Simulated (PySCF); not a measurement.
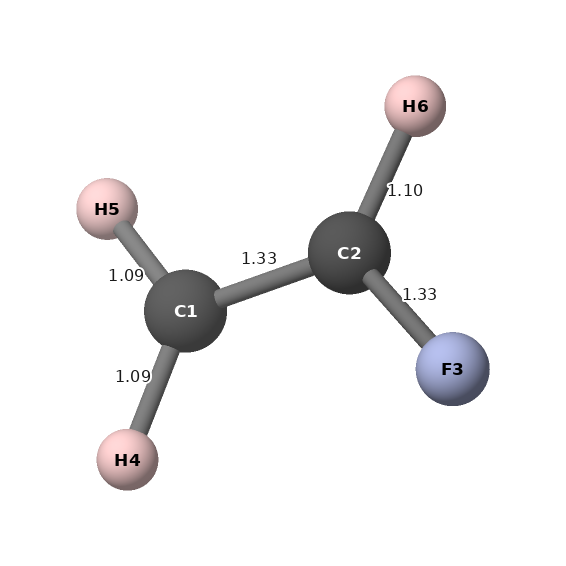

Bond lengths are marked in Å; every bond is drawn as one stick. Computed geometry: PBE0-D3(BJ)/def2-SVP optimisation. No frequency run is at hand to confirm it as a minimum.

### Assign a bond order to each marked bond.

C1–C2 double; C1–H4 single; C1–H5 single; C2–F3 single; C2–H6 single.

### Write the SMILES.

C=CF
